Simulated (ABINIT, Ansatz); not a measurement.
# CO2 (Cmce): bands and cutoff in G0W0 with ABINIT, part 2 of 2

What does each rung of G0W0 on CO2 (Cmce) cost, and what does it buy?

ABINIT 10.8.3; PBEsol and many-body steps on it, plane waves. Known limits of the many-body steps: not at the basis limit; coarse k mesh.

So far. Step 3 (Screening, 4×4×2 mesh, 63 bands, screening to 76.2 eV): Local fields lower ε∞ by 17 %. On a Γ-centred mesh this coarse the value itself is usually too large, while a short band sum pulls it down. Step 4 (63 bands, 76.2 eV): The gap on the mesh goes from 6.58 eV to 10.21 eV, a correction of +3.63 eV.

**6. 171 bands, 141.5 eV**

This step: G0W0 on PBEsol, plane waves, norm-conserving pseudopotentials.

run.abi reads:

```
acell 3*1.0 Angstrom
rprim 
  2.635911230000 -2.387378120000 0.000000000000
  2.635911230000 2.387378120000 0.000000000000
  0.000000000000 0.000000000000 6.587174910000
ntypat 2
znucl 6 8
natom 6
typat 1 1 2 2 2 2
xred 
  0.000000000000 0.000000000000 0.000000000000
  0.500000000000 0.500000000000 0.500000000000
  0.806508570000 0.193491430000 0.891843390000
  0.193491430000 0.806508570000 0.108156610000
  0.693491430000 0.306508570000 0.391843390000
  0.306508570000 0.693491430000 0.608156610000
pp_dirpath "pseudos"
pseudos "C.upf, O.upf"
ecut 37
ngkpt 4 4 2
nshiftk 1
shiftk 0 0 0
kptopt 1
chksymbreak 0
istwfk *1
occopt 1
irdwfk 1
optdriver 4
nband 171
gwcalctyp 0
ecutsigx 37
symsigma 1
nkptgw 2
kptgw 
  0.5000000000 0.5000000000 0.0000000000
  0.0000000000 0.0000000000 0.0000000000
bdgw 
  15 18
  15 18
ecuteps 5.2
irdscr 1
ppmodel 1
indata_prefix "in"
outdata_prefix "out"
tmpdata_prefix "tmp"
```

The run is started by

```
> OMP_NUM_THREADS=1 mpirun -n 8 abinit run.abi > log
```

Numbers of over 12 decimals in the logs are rounded to 6 here.

Output:

```text
.Version 10.8.3 of ABINIT. v10.8.2 released Aug 2026.

 Symmetries : space group Cm c a (# 64); Bravais oC (1-face-center ortho.)
[... echo of the input left out ...]
== DATASET  1 ==================================================================
-   mpi_nproc: 8, omp_nthreads: 1 (-1 if OMP is not activated)

--- !DatasetInfo
iteration_state: {dtset: 1, }
dimensions: {natom: 6, nkpt: 14, mband: 171, nsppol: 1, nspinor: 1, nspden: 1, mpw: 6054, }
cutoff_energies: {ecut:  37.0, pawecutdg:  -1.0, }
electrons: {nelect:   3.20000000E+01, charge:   0.00000000E+00, occopt:   1.00000000E+00, tsmear:   1.00000000E-02, }

 SIGMA: Calculation of the GW corrections

 Based on a program developped by R.W. Godby, V. Olevano, G. Onida, and L. Reining.
 Incorporated in ABINIT by V. Olevano, G.-M. Rignanese, and M. Torrent.
.Using double precision arithmetic ; gwpc =  8

[... cell and pseudopotentials left out ...]
--------------------------------------------------------------------------------

 ==== K-mesh for the wavefunctions ====
 Number of points in the irreducible wedge :    14
[... list of points left out ...]
 Together with  8 symmetry operations and time-reversal symmetry
 yields    32 points in the full Brillouin Zone.

 ==== Q-mesh for screening function ====
 Number of points in the irreducible wedge :    14
[... list of points left out ...]
 Together with  8 symmetry operations and time-reversal symmetry
 yields    32 points in the full Brillouin Zone.

 vcoul_init : cutoff-mode = AUXILIARY_FUNCTION
 q-points for optical limit:   1
     1)      0.000010    0.000020    0.000030
 setmesh: FFT mesh size selected  =    40x   40x   72
          total number of points  =       115200

 Number of electrons calculated from density =   32.0000; Expected =   32.0000
[...]
number of omega for Sigma on real axis              0
 max omega for Sigma on real axis  [eV]           0.00
 zcut for avoiding poles [eV]                     0.10

 EPSILON^-1 parameters (SCR file):
 dimension of the eps^-1 matrix on file            321
 dimension of the eps^-1 matrix used               321
 number of plane-waves for wavefunctions          6011
 number of bands                                   171
 number of q-points in IBZ                          14
 number of frequencies                               2
 number of real frequencies                          1
 number of imag frequencies                          1

 matrix elements of self-energy operator (all in [eV])

 Perturbative Calculation

--- !SelfEnergy_ee
iteration_state: {dtset: 1, }
kpoint     : [   0.500,    0.500,    0.000, ]
spin       : 1
KS_gap     :    7.767
QP_gap     :   12.888
Delta_QP_KS:    5.121
data: !SigmaeeData |
     Band     E0 <VxcDFT>   SigX SigC(E0)      Z dSigC/dE  Sig(E)    E-E0       E
       15  -3.447 -19.503 -24.934   2.918   0.827  -0.209 -21.581  -2.078  -5.525
       16  -3.115 -19.999 -25.296   2.897   0.826  -0.211 -21.982  -1.983  -5.098
       17   4.651 -15.944  -9.906  -2.349   0.851  -0.176 -12.806   3.138   7.790
[...]
--- !SelfEnergy_ee
iteration_state: {dtset: 1, }
kpoint     : [   0.000,    0.000,    0.000, ]
spin       : 1
KS_gap     :    7.143
QP_gap     :   10.911
Delta_QP_KS:    3.768
data: !SigmaeeData |
     Band     E0 <VxcDFT>   SigX SigC(E0)      Z dSigC/dE  Sig(E)    E-E0       E
[...]
17   3.466 -10.424  -5.714  -2.865   0.884  -0.131  -8.793   1.631   5.097
       18   3.992 -15.084  -9.362  -2.243   0.856  -0.169 -12.107   2.976   6.969

== END DATASET(S) ==============================================================
================================================================================

 -outvars: echo values of variables after computation  --------
           etotal      0.0000000000E+00
            nband         171
             nkpt          14
          spgroup          64
 [... the other variables as echoed above ...]

 Calculation completed.
```

Run time: 29 s. Hardware: 8 MPI ranks of Arm Neoverse N1, shared host; peak memory 3.2 GiB; 3.9 min of CPU time.

Numbers from this step:

| Property | Result |
| --- | --- |
| G0W0 gap on the points computed | 10.20 eV |
| starting gap on the mesh | 6.582 eV |
| k of the valence top | 0.5, 0.5, 0 |
| k of the conduction bottom | 0, 0, 0 |
| Z at the valence top | 0.826 |
| Z at the conduction bottom | 0.884 |
| least direct G0W0 gap on the computed points | 10.91 eV |

Against G0W0 in ABINIT (4×4×2 mesh, 63 bands, screening to 76.2 eV, Godby-Needs plasmon pole), the gap moves by −0.019 eV.

**7. Screening, 4×4×2 mesh, 397 bands, screening to 217.7 eV**

This step: RPA screening on PBEsol, plane waves, norm-conserving pseudopotentials.

run.abi: that of step 6 with these lines changed.

```diff
@@ -27,17 +27,8 @@
 irdwfk 1
-optdriver 4
-nband 171
-gwcalctyp 0
-ecutsigx 37
-symsigma 1
-nkptgw 2
-kptgw 
-  0.5000000000 0.5000000000 0.0000000000
-  0.0000000000 0.0000000000 0.0000000000
-bdgw 
-  15 18
-  15 18
-ecuteps 5.2
-irdscr 1
-ppmodel 1
+optdriver 3
+nband 397
+ecuteps 8
+inclvkb 2
+awtr 1
+symchi 1
 indata_prefix "in"
```

Output:

```text
.Version 10.8.3 of ABINIT. v10.8.2 released Aug 2026.

 Symmetries : space group Cm c a (# 64); Bravais oC (1-face-center ortho.)
[... echo of the input left out ...]
== DATASET  1 ==================================================================
-   mpi_nproc: 8, omp_nthreads: 1 (-1 if OMP is not activated)

--- !DatasetInfo
iteration_state: {dtset: 1, }
dimensions: {natom: 6, nkpt: 14, mband: 397, nsppol: 1, nspinor: 1, nspden: 1, mpw: 6054, }
cutoff_energies: {ecut:  37.0, pawecutdg:  -1.0, }
[...]
--------------------------------------------------------------------------------
[... chi0 elements left out ...]
 For q-point:  0.000010 0.000020 0.000030
  dielectric constant =   1.8359
  dielectric constant without local fields =   2.2363

  Average fulfillment of the sum rule on Im[epsilon] for q-point    1 :     87.93  [%]
[... wings left out ...]
  q-point number  2        q = ( 0.250000, 0.000000, 0.000000) [r.l.u.]
--------------------------------------------------------------------------------
[... chi0 elements left out ...]
  Average fulfillment of the sum rule on Im[epsilon] for q-point    2 :     90.83  [%]

 [... 12 further q-points ...]
```

It took 23 min on 8 MPI ranks; peak memory 6.6 GiB.

This step gave:

- ε∞ with local fields, on this mesh, along the program's q direction: 1.836
- the same without local fields: 2.236
- plasma frequency: 23.07 eV
- plane waves in the screening matrix: 597

**8. 397 bands, 217.7 eV**

This step: G0W0 on PBEsol, plane waves, norm-conserving pseudopotentials.

run.abi: that of step 7 with these lines changed.

```diff
@@ -27,8 +27,17 @@
 irdwfk 1
-optdriver 3
+optdriver 4
 nband 397
+gwcalctyp 0
+ecutsigx 37
+symsigma 1
+nkptgw 2
+kptgw 
+  0.5000000000 0.5000000000 0.0000000000
+  0.0000000000 0.0000000000 0.0000000000
+bdgw 
+  15 18
+  15 18
 ecuteps 8
-inclvkb 2
-awtr 1
-symchi 1
+irdscr 1
+ppmodel 1
 indata_prefix "in"
```

Output:

```text
.Version 10.8.3 of ABINIT. v10.8.2 released Aug 2026.

 Symmetries : space group Cm c a (# 64); Bravais oC (1-face-center ortho.)
[... echo of the input left out ...]
== DATASET  1 ==================================================================
-   mpi_nproc: 8, omp_nthreads: 1 (-1 if OMP is not activated)

--- !DatasetInfo
iteration_state: {dtset: 1, }
dimensions: {natom: 6, nkpt: 14, mband: 397, nsppol: 1, nspinor: 1, nspden: 1, mpw: 6054, }
cutoff_energies: {ecut:  37.0, pawecutdg:  -1.0, }
[...]
Band     E0 <VxcDFT>   SigX SigC(E0)      Z dSigC/dE  Sig(E)    E-E0       E
[...]
17   3.466 -10.424  -5.714  -2.990   0.882  -0.134  -8.908   1.516   4.982
       18   3.992 -15.084  -9.362  -2.530   0.853  -0.173 -12.362   2.721   6.713

== END DATASET(S) ==============================================================
================================================================================

 -outvars: echo values of variables after computation  --------
           etotal      0.0000000000E+00
            nband         397
             nkpt          14
          spgroup          64
 [... the other variables as echoed above ...]

 Calculation completed.
```

Elapsed: 3.4 min, on 8 MPI ranks; peak memory 7.4 GiB; 27 min of CPU time.

Numbers from this step:

```
G0W0 gap on the points computed              : 10.31 eV
starting gap on the mesh                     : 6.582 eV
k of the valence top                         : 0.5, 0.5, 0
k of the conduction bottom                   : 0, 0, 0
least direct G0W0 gap on the computed points : 11.02 eV
```

Against G0W0 in ABINIT (4×4×2 mesh, 171 bands, screening to 141.5 eV, Godby-Needs plasmon pole), the gap moves by +0.118 eV.

**9. The runs together**

Times are wall times on 8 MPI ranks of Arm Neoverse N1, shared host, good to a factor of about two. A run's time includes the screening step that it read.

```csv
run,mesh,bands,screening cutoff (eV),DFT gap (eV),gap on the mesh (eV),direct (eV),ε∞ used,time
"63 bands, 76.2 eV",4×4×2,63,76.2,6.582,10.214,10.931,1.83,54 s
"171 bands, 141.5 eV",4×4×2,171,141.5,6.582,10.195,10.911,1.84,5 min
"397 bands, 217.7 eV",4×4×2,397,217.7,6.582,10.313,11.017,1.84,27 min
```

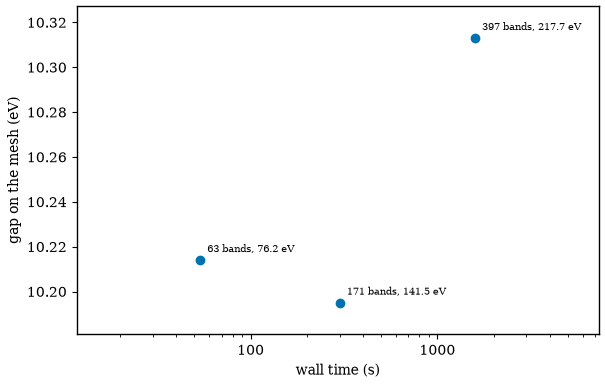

Result against wall time.

**10. Results**

```
63 bands, 76.2 eV   : 10.214 eV
171 bands, 141.5 eV : 10.195 eV
397 bands, 217.7 eV : 10.313 eV
known limits        : not at the basis limit; coarse k mesh
```

In words: From the first rung to the last the gap moves by +0.10 eV for 30 times the time. The gap turns back along the series, so no limit is drawn from it. In the G0W0 runs levels were corrected at 2 k points alone, so a gap called «on the mesh» is the least over those, and an edge elsewhere would be missed. The 4×4×2 mesh is coarse for this cell, which bears on the long-range parts of exchange and screening.

[Paths, hosts, dates, memory and timing lines, banners, echoed tables and standing remarks are left out of the program output.]

[Logs are printed without paths, hosts, clocks, repeated set-up lines and the standing remarks that a program may print on its own settings, such as how far it seeks lower states.]

[Runs of the session that timed out or met a known fault of the program may be left out.]

[Hosts, paths, dates, database ids (printed as entryN), source tags and the programs' standing remarks are cut or masked in the printed files.]

[G0W0 gaps are taken among the corrected bands and points alone; a level outside them can change the order at an edge.]

[Where Ansatz stands beside ABINIT at settings called matched, ABINIT's density can come from a denser mesh and the files from another edition; pairs whose starting gaps differed by over 0.03 eV were left out, so agreement reads better than it is.]
